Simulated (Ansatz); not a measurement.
```sh
ansatz run in.yaml --threads 2 --pin off --events-out ev --progress --plain --max-ram 4352MiB
```

```yaml
crystal:
  periodic: [false, false, false]
  atoms:
    - {symbol: O, position_ang: [-1.384227, -0.895810, -0.251108]}
    - {symbol: C, position_ang: [-0.301813, -0.102776, -0.264584]}
    - {symbol: Al, position_ang: [1.223281, 0.355116, 0.869039]}
    - {symbol: H, position_ang: [-1.994740, -0.896851, -1.023680]}
    - {symbol: H, position_ang: [-1.651553, -1.507325, 0.478874]}
    - {symbol: H, position_ang: [0.877187, 1.638386, 1.701254]}
    - {symbol: H, position_ang: [2.450691, -0.530642, 0.458984]}
basis:
  gaussian: {orbitals: def2-TZVPP}
total_charge: 1
hamiltonian: {xc: {name: wB97M-V}}
```

Describe the molecule in this file.

It has 7 atoms: 1 carbon, 4 hydrogen, 1 aluminium and 1 oxygen (CH₄AlO⁺). The point group is Cs. Coordination: 1 O trigonal planar; 1 C bent; 1 Al trigonal planar.

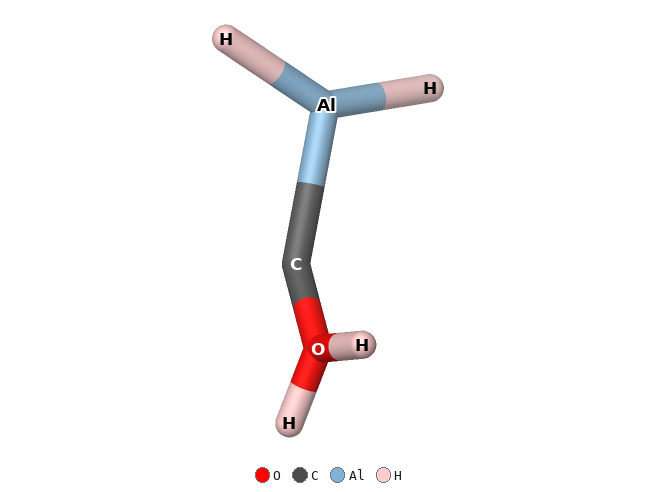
